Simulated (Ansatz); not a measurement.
```yaml
atoms:
  - { symbol: B, position_ang: [0.0737, 0.0814, 0.0721] }
  - { symbol: C, position_ang: [-0.0108, 0.4234, 1.6336] }
  - { symbol: H, position_ang: [-0.9553, 0.1097, 2.1187] }
  - { symbol: H, position_ang: [0.8217, -0.0266, 2.1996] }
  - { symbol: H, position_ang: [0.0613, 1.5172, 1.7868] }
  - { symbol: N, position_ang: [1.2722, 0.3016, -0.6624] }
  - { symbol: H, position_ang: [1.3387, -0.0412, -1.6179] }
  - { symbol: H, position_ang: [2.1639, 0.3231, -0.1783] }
  - { symbol: O, position_ang: [-1.0537, -0.2831, -0.6824] }
  - { symbol: H, position_ang: [-1.8517, -0.2271, -0.1257] }
  - { symbol: N, position_ang: [0.0767, -2.5386, 0.9323] }
  - { symbol: H, position_ang: [-0.5513, -2.5126, 0.1195] }
  - { symbol: H, position_ang: [-0.0430, -3.4697, 1.3550] }
  - { symbol: H, position_ang: [-0.3527, -1.8697, 1.6048] }
```

Not at a stationary point (largest force 0.7 eV/Å).

Computed with Ansatz, RKS revPBE-D4/6-31G*.

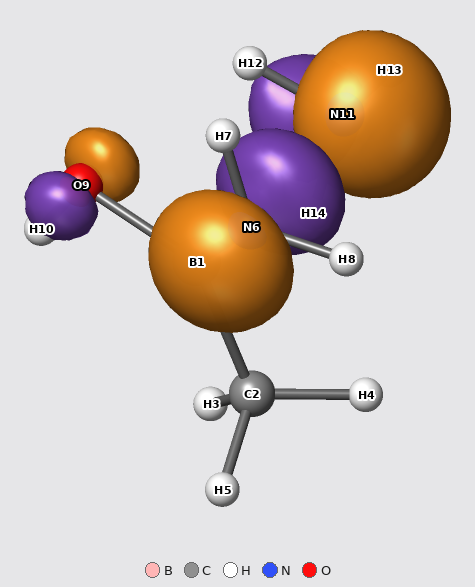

CH6BNO···NH3. The HOMO at ±0.2 Å⁻³ᐟ² (orange and purple are the two phases), seen at an oblique angle.

**What is the character of this orbital?**

Its weight (Hirshfeld) is mainly on N11 (about 40 %) and N6 (about 35 %); largely a combination of lone pairs on N11 and N6. Its energy is −5.20 eV.
